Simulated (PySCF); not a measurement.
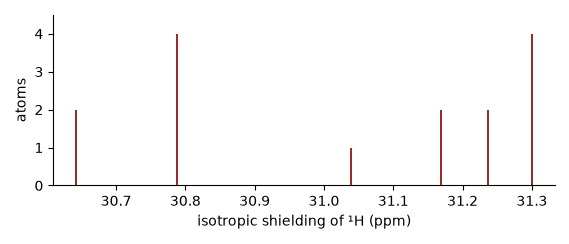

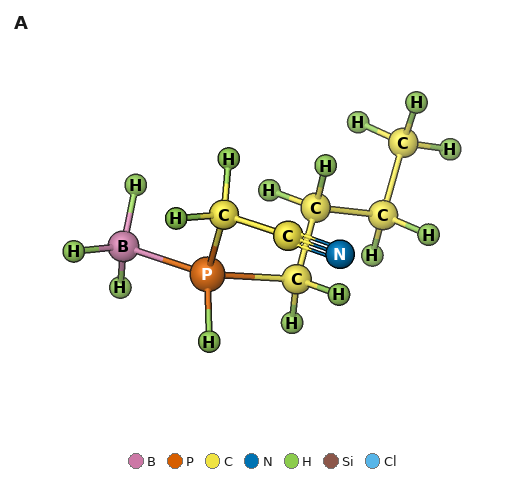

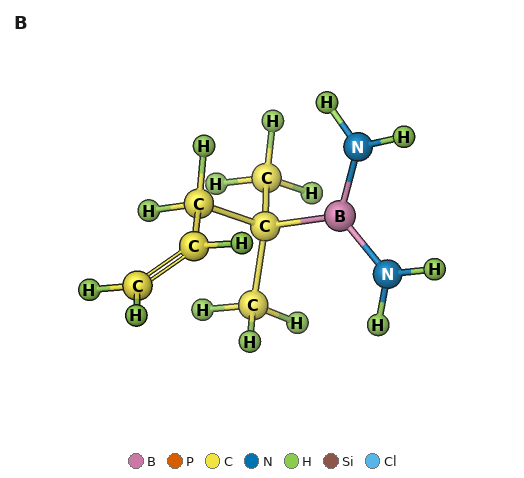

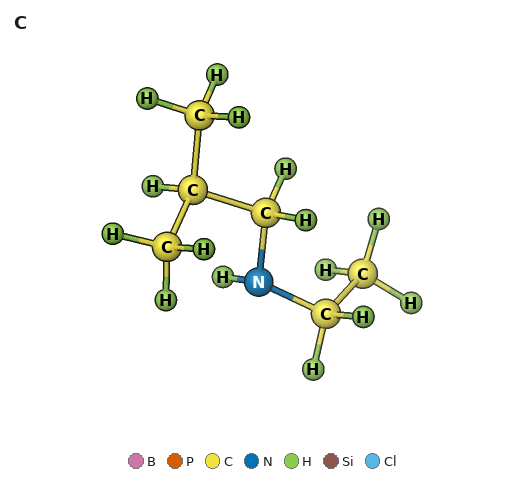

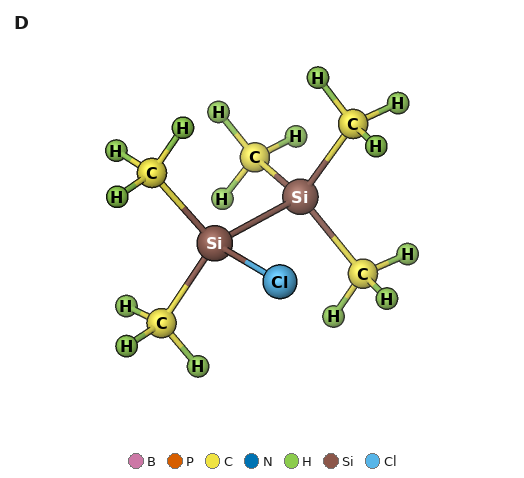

The sticks are computed shieldings of one of the molecules, for one fixed geometry (PBE0-D3(BJ)/def2-SVP) without averaging over rotations. Low shielding means a high chemical shift. Method: GIAO PBE0/pcSseg-1 NMR shielding, non-relativistic, gas phase (PySCF 2.14.0).

**Which molecule gives this pattern?**

D, `C[Si](C)(C)[Si](C)(C)Cl`. Its 15 H atoms give lines at 30.64 (2 atoms), 30.79 (4 atoms), 31.04, 31.17 (2 atoms), 31.24 (2 atoms), 31.30 (4 atoms) ppm.

The geometry is semi-empirical. Around B, P such bond lengths and angles can be off by a tenth of an ångström or more and by several degrees, and values that hang on the shape move with them.
